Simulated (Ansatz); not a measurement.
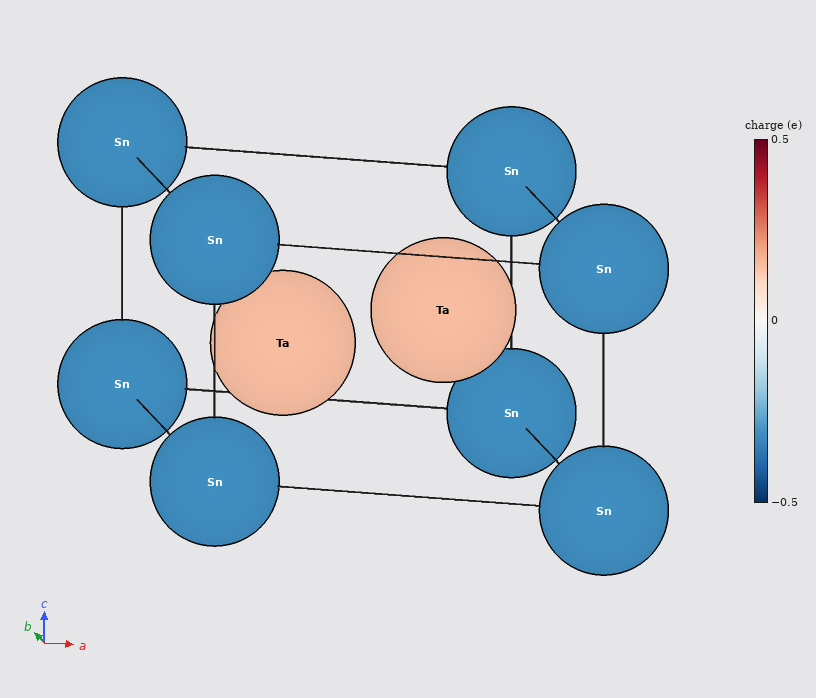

A spheres-only rendering, viewed slightly off an axis. The edges of the simulation cell are marked. The atoms of this Ta$_{2}$Sn cell are coloured by their Bader charge.

Method: DFT PBE, scalar-relativistic, plane waves, PAW (Ansatz); plane waves up to 420 eV, 12×12×16 k-mesh, Gaussian smearing of 0.1 eV, no spin polarisation.

Question: Which element is the most positive, and which the most negative?

Answer: Most positive: Ta; most negative: Sn. Charges: about Ta +0.2 e; Sn -0.3 e.

The structure was taken from a structure type filled with these elements by a generator (whether the compound takes this form wasn't checked). Earlier steps of the study, as a rule a relaxation of our own, may have changed the cell and positions, so they can lie some per cent off the listed ones. A calculation with Ansatz used it as input.
